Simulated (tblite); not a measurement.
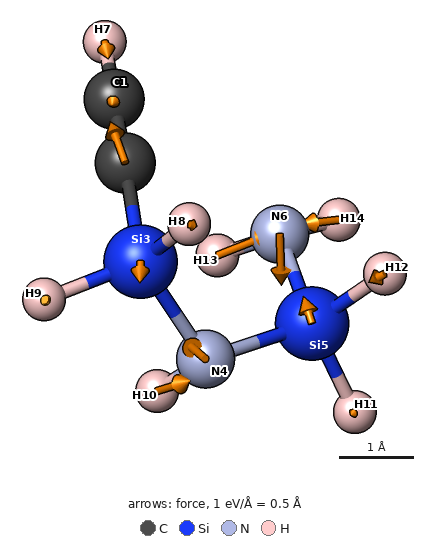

Starting geometry of C2H8N2Si2 with the computed forces as orange arrows. The picture is a ball-and-stick view, seen from a free direction.

The calculation used GFN2-xTB geometry optimisation, gas phase (tblite). 

### What follows when this structure is relaxed?

It isn't relaxed: the largest force vector, on an H atom, is 1.88 eV/Å. The final displacements have little in common with the starting forces (cosine between the two patterns 0.26). Over 162 geometry steps the energy falls by 55.4 kJ/mol. The atom that moves furthest after the best rigid fit is an H atom (1.45 Å). By element the largest moves are H 1.45 Å, N 0.83 Å, C 0.69 Å, Si 0.34 Å. Near-neighbour distances that change, for instance: N–Si 1.793 → 1.717 Å, H–N 1.056 → 1.006 Å, N–Si 1.779 → 1.734 Å, H–Si 1.490 → 1.467 Å. Bond angles that change, for instance: Si–N–Si 115.3° → 130.8°, Si–N–H 106.6° → 115.3°, Si–N–H 111.0° → 118.6°. The run took 0.8 s on 1 thread of Arm Neoverse V2 (shared host).
